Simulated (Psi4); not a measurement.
**PBE0/jun-cc-pVTZ (sweep point 8) run of SiH2Br− (SMILES [SiH2-]Br)**

What is the vertical electron affinity of SiH2Br− at PBE0/jun-cc-pVTZ (sweep point 8)? 

The results are computed with Psi4 1.11.

### 1 The system as given

SiH2Br− has 4 atoms, charge -1, and is taken as a singlet. As SMILES, `[SiH2-]Br`. Geometry: relaxed at GFN2-xTB.

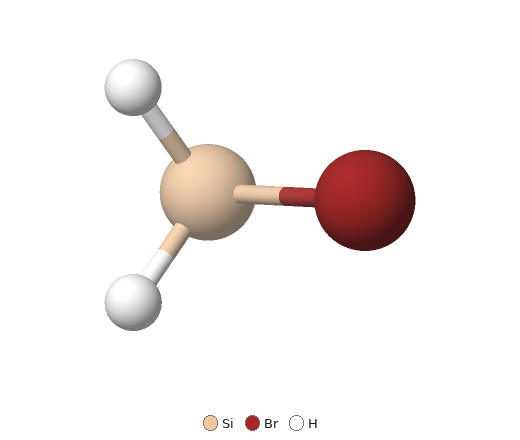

The structure, seen from a chosen angle (silicon light orange, bromine red, hydrogen white).

### 2 A single-point energy at PBE0/jun-cc-pVTZ (sweep point 8)

Contents of job.dat:

```
memory 1.6 GB

molecule geom {
  -1 1
  Si    -0.191960    -0.343010    -0.619410
  Br     1.687710    -0.271360     0.911070
  H     -1.209900    -0.529990     0.461390
  H     -0.285850     1.144360    -0.753060
  symmetry c1
}

set globals {
  basis                jun-cc-pVTZ
  puream               true
  scf_type             pk
  dft_radial_points    99
  dft_spherical_points 590
}

energy("pbe0")
```

Launch:

```console
$ psi4 -i job.dat -o job.out -n 1
```

job.out:

```text
[...]
  Running in c1 symmetry.
[...]
  Nuclear repulsion =  129.644243422419237
[...]
  Multiplicity = 1
[...]
  Nalpha       = 26
  Nbeta        = 26
[...]
    Number of basis functions: 123
[...]
   @RKS iter   1: -2864.18893937332632   -1.55826e+00   1.00662e-02 ADIIS/DIIS
[...]
   @RKS iter   8: -2864.54334841808122   -1.06399e-07   7.09230e-07 DIIS
[...]
    Orbital Energies [Eh]
    ---------------------
    Doubly Occupied:
       1A   -483.054274     2A    -66.060739     3A    -62.453597
       4A    -56.226004     5A    -56.224504     6A    -56.224381
       7A     -8.568195     8A     -6.374306     9A     -6.369387
      10A     -6.368993    11A     -5.124852    12A     -3.461578
      13A     -3.457533    14A     -3.455094    15A     -2.461378
      16A     -2.460017    17A     -2.459702    18A     -2.455678
      19A     -2.455672    20A     -0.576060    21A     -0.322947
      22A     -0.162374    23A     -0.153633    24A     -0.118734
      25A     -0.102346    26A     -0.017718
[...]
  @RKS Final Energy: -2864.54334841808122
   => Energetics <=
    Nuclear Repulsion Energy =            129.6442434224192368
    One-Electron Energy =               -4254.5111151941555363
    Two-Electron Energy =                1345.3574686083561573
    DFT Exchange-Correlation Energy =     -85.0339452547016066
    Empirical Dispersion Energy =           0.0000000000000000
    VV10 Nonlocal Energy =                  0.0000000000000000
    Total Energy =                      -2864.5433484180816777
[...]
 Multipole Moments:
 ------------------------------------------------------------------------------------
     Multipole            Electronic (a.u.)      Nuclear  (a.u.)        Total (a.u.)
 ------------------------------------------------------------------------------------
 L = 1.  Multiply by 2.5417464519 to convert [e a0] to [Debye]
 Dipole X            :          9.1504235           -8.0548257            1.0955978
 Dipole Y            :         -0.8711475            1.0329072            0.1617597
 Dipole Z            :          5.7672371           -4.7099316            1.0573055
 Magnitude           :                                                    1.5311419
[...]
```

Run time: 1.8 min. Hardware: 1 thread of AMD EPYC 7R43 (Zen 3), shared host; peak memory 1.6 GiB.

### 3 Doublet [SiH2Br]2−

Contents of brh2si.dat:

```
memory 1600 mb

molecule geom {
  -2 2
  Si    -0.191960    -0.343010    -0.619410
  Br     1.687710    -0.271360     0.911070
  H     -1.209900    -0.529990     0.461390
  H     -0.285850     1.144360    -0.753060
  symmetry c1
}

set reference uks
set puream true
set scf_type pk
set dft_radial_points 99
set dft_spherical_points 590
set maxiter 150

energy_value, wavefunction = energy('pbe0/jun-cc-pVTZ', return_wfn=True)
print_variables()
```

Launch:

```console
$ psi4 -i brh2si.dat -o brh2si.out -n 1
```

brh2si.out:

```text
[...]
  Running in c1 symmetry.
[...]
  Nuclear repulsion =  129.644243422419237
[...]
  Multiplicity = 2
[...]
  Nalpha       = 27
  Nbeta        = 26
[...]
    Number of basis functions: 123
[...]
   @UKS iter   1: -2863.76967536825805   -1.13899e+00   1.08803e-02 ADIIS/DIIS
[...]
   @UKS iter  12: -2864.40635920312661   -3.51397e-07   8.82569e-07 DIIS
[...]
   @S^2 Observed:                7.501861251E-01
[...]
    Orbital Energies [Eh]
    ---------------------
    Alpha Occupied:
       1A   -482.944904     2A    -65.953584     3A    -62.344165
       4A    -56.116560     5A    -56.115061     6A    -56.114936
       7A     -8.458729     8A     -6.264789     9A     -6.259878
      10A     -6.259478    11A     -5.017485    12A     -3.354186
      13A     -3.350171    14A     -3.347875    15A     -2.351870
      16A     -2.350512    17A     -2.350191    18A     -2.346175
      19A     -2.346170    20A     -0.466507    21A     -0.214914
      22A     -0.054650    23A     -0.044159    24A     -0.009491
      25A      0.006729    26A      0.089677    27A      0.162340
    Alpha Virtual:
[...]
  @UKS Final Energy: -2864.40635920312661
   => Energetics <=
    Nuclear Repulsion Energy =            129.6442434224192368
    One-Electron Energy =               -4260.0286848302839644
    Two-Electron Energy =                1351.0641787838005712
    DFT Exchange-Correlation Energy =     -85.0860965790620156
    Empirical Dispersion Energy =           0.0000000000000000
    VV10 Nonlocal Energy =                  0.0000000000000000
    Total Energy =                      -2864.4063592031266126
[...]
 Multipole Moments:
 ------------------------------------------------------------------------------------
     Multipole            Electronic (a.u.)      Nuclear  (a.u.)        Total (a.u.)
 ------------------------------------------------------------------------------------
 L = 1.  Multiply by 2.5417464519 to convert [e a0] to [Debye]
 Dipole X            :         10.8878534           -8.0548257            2.8330278
 Dipole Y            :         -0.8469524            1.0329072            0.1859548
 Dipole Z            :          7.1238530           -4.7099316            2.4139214
 Magnitude           :                                                    3.7266127
[...]
```

It took 2 min on 1 thread of AMD EPYC 7R43 (Zen 3), shared host; peak memory 1.6 GiB.

### 4 What came out

Level: PBE0/jun-cc-pVTZ (sweep point 8).

| quantity | value |
| --- | --- |
| singlet SiH2Br−: total energy | -2864.54335 Eh |
| singlet SiH2Br−: HOMO energy | -0.48 eV |
| singlet SiH2Br−: LUMO energy | 3.28 eV |
| singlet SiH2Br−: HOMO–LUMO gap (to an unbound level, set by the basis) | 3.76 eV |
| doublet [SiH2Br]2−: total energy | -2864.40636 Eh |
| doublet [SiH2Br]2−: HOMO energy (highest over α and β) | 4.42 eV |
| doublet [SiH2Br]2−: LUMO energy (lowest over α and β) | 5.48 eV |
| doublet [SiH2Br]2−: ⟨S²⟩ | 0.750 |
| vertical electron affinity (to the doublet dianion) | -3.728 eV |

The dianion lies 3.73 eV (360 kJ/mol) above the anion: the electron isn't bound at this level, and such a value depends on the basis. The HOMO (doublet [SiH2Br]2−) lies at positive energy, 4.42 eV; only total energies tell whether the electron is bound.
